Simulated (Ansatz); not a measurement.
A computed series for Ru: pressure series

Start from Ru in the hcp (Mg type) structure (space group P6_3/mmc, No. 194; a = 2.692 Å, c = 4.246 Å).

Cell and atoms are relaxed at each pressure.

Method: Ansatz (a first-principles code), PBEsol, PAW, cutoff 420 eV, without spin-orbit coupling.

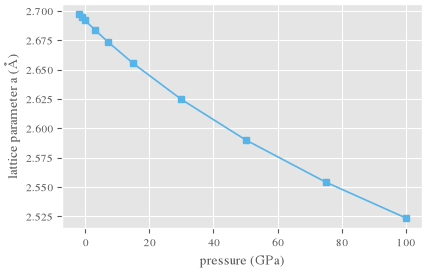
Figure. Lattice parameter a against pressure

Task: From the plot, what is the lattice parameter a for pressure 15 GPa?

Result: About 2.66 Å.

Task: Is the trend monotonic over the range shown?

Result: Yes, it falls throughout, spanning 4.769 bohr to 5.097 bohr.

Load acts through the strain it causes; cell and atoms are relaxed under it. Whether these cells are dynamically stable was not tested. No other phases were tried under pressure. All final runs are without spin polarisation.
